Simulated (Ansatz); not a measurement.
# ClH3OSi: the cost of one run

Method: PBE0-D4/def2-TZVP structures, single points in def2-TZVPP, no counterpoise correction; program: Ansatz 0.2.0, Gaussian basis.

Levels: SPW92, PBE-D4, BLYP-D4, r2SCAN-D4, B97M-V, PBE0-D4, B3LYP-D4, r2SCAN0-D4, BHLYP-D4, CAM-B3LYP-D4, wB97X-V, wB97M-V, B2PLYP, PBE-QIDH, RPA on PBE, Hartree-Fock, MP2, CCSD, CCSD(T).

Cores are frozen in the correlated methods. B3LYP uses VWN-RPA correlation. B2PLYP carries no dispersion term here.

94 further runs of the same task are left out: 94 set aside as unsound or not needed. Runs told in other sessions of the task aren't counted.

## (1) The system as given

The complex: 8 atoms, charge 0, spin multiplicity 1.

Atoms are counted from 1 here; the program's logs count them from 0.

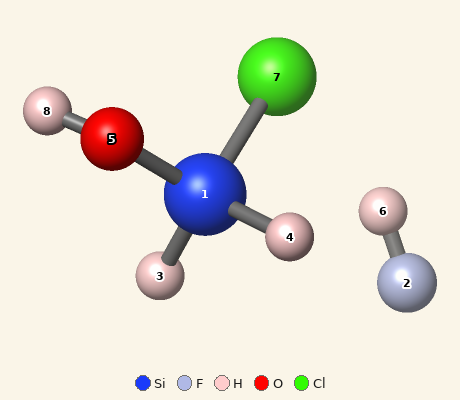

Start geometry, drawn with silicon blue, fluorine light blue, hydrogen pink, oxygen red, chlorine green; atoms are numbered from 1 in the order of the file.

As a file:

```csv
atom,x (Å),y (Å),z (Å)
Si1,-0.59331,0.13815,0.02533
F2,2.08959,-1.94484,0.33038
H3,-0.49750,-0.70666,-1.18300
H4,-0.83650,-0.60852,1.26914
O5,-1.76421,1.26552,-0.08752
H6,2.14509,-1.01778,0.31742
Cl7,1.26590,1.05810,0.19923
H8,-1.80897,1.81593,-0.87099
```

Its parts: ClH₃OSi holds atoms 1, 3, 4, 5, 7, 8; HF holds atoms 2, 6. Each part counts its atoms afresh in its own runs.

## (2) Relaxing ClH₃OSi alone

File relax-a/in.yaml:

```yaml
crystal:
  periodic: [false, false, false]
  atoms:
    - {symbol: Si, position_ang: [-0.593306, 0.138153, 0.025335]}
    - {symbol: H, position_ang: [-0.497496, -0.706660, -1.183000]}
    - {symbol: H, position_ang: [-0.836500, -0.608521, 1.269137]}
    - {symbol: O, position_ang: [-1.764212, 1.265523, -0.087517]}
    - {symbol: Cl, position_ang: [1.265896, 1.058102, 0.199229]}
    - {symbol: H, position_ang: [-1.808967, 1.815927, -0.870991]}
basis:
  gaussian: {orbitals: def2-TZVP}
hamiltonian: {xc: pbe0, dispersion: d4}
relax: {f_tol: 0.005, max_steps: 200}
```

The run is started by

```
ansatz run in.yaml --threads 4 --pin off --events-out ev --progress --plain --max-ram 9574MiB
```

**Question.** How long does this run take on 4 threads of Arm Neoverse V1, shared host?

About 9.5 s.
